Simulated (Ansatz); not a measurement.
**VN: alloy series**

Consider VN in the zinc blende structure (space group F-43m, No. 216; a = 4.3828 Å; a model cell, its experimental status unchecked).

The other end (x = 1) is NbN in the zinc blende structure (space group F-43m, No. 216; a model cell, its experimental status unchecked): 13.16 Å³/atom, gap zero; this end may not be an ambient phase.

Nb replaces a fraction x of V; each row is one arrangement (x, atoms in the cell, starting space group or random), fully relaxed.

All numbers come from PBEsol (Ansatz, an electronic-structure program; PAW; 420 eV plane waves; no spin-orbit coupling).

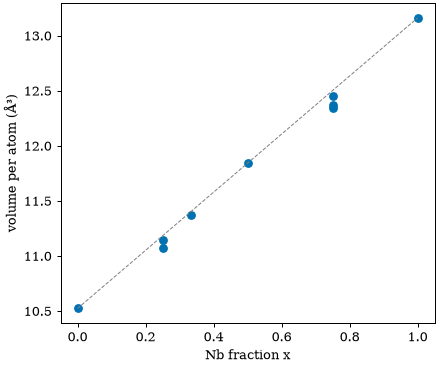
Figure: Volume per atom against Nb fraction x; the dashed line joins the ends

```json
[
 {"Nb fraction x": "x(Nb) = 0.25, 8 atoms, Cm", "volume per atom": "11.07 Å³"},
 {"Nb fraction x": "x(Nb) = 0.25, 8 atoms, P-4m2", "volume per atom": "11.15 Å³"},
 {"Nb fraction x": "x(Nb) = 0.333, 6 atoms, I-4m2", "volume per atom": "11.37 Å³"},
 {"Nb fraction x": "x(Nb) = 0.5, 8 atoms, P-4m2", "volume per atom": "11.85 Å³"},
 {"Nb fraction x": "x(Nb) = 0.75, 8 atoms, Cm", "volume per atom": "12.35 Å³"},
 {"Nb fraction x": "x(Nb) = 0.75, 8 atoms, I-42m", "volume per atom": "12.45 Å³"},
 {"Nb fraction x": "x(Nb) = 0.75, 8 atoms, R3m", "volume per atom": "12.37 Å³"}
]
```

The magnetic state is the one reached from the starting moments; the real material's order can differ, and small cells can't hold many antiferromagnetic ones. These are small ordered cells, not random alloys; other orderings at the same x differ. No phonon test of stability was made. Starting moments died away, wholly or in part, for x(Nb) = 0.25, 8 atoms, Cm, the base, x(Nb) = 0.25, 8 atoms, P-4m2 and x(Nb) = 0.333, 6 atoms, I-4m2 and more; another magnetic solution may exist. Spin-polarised in the final run: NbVN2 and Nb3VN4; the other runs are not.
